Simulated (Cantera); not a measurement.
Charge: 1 mol SiCl4, 5.7 mol H2, equilibrated at 1.00 bar.

Equilibrium computed with Cantera from the NASA thermochemical tables; the gas is ideal and each condensed phase is pure. Candidate condensed phases: Si; 19 gas species. The tables' values for SiCl3 are old estimates; treat these amounts as uncertain. Equilibrium is a limit: real reactors are often held back by kinetics, nucleation or transport.

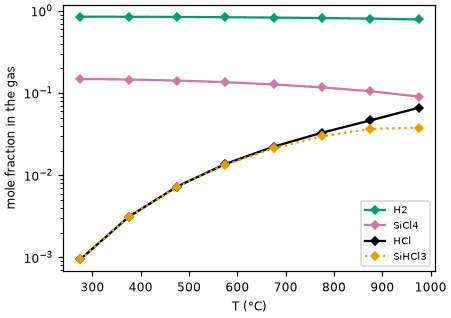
Figure. Equilibrium gas composition (values under 1e-9 drawn at 1e-9)

From 275 °C to 975 °C nothing is condensed. The main Si-bearing gas is SiCl4 throughout.
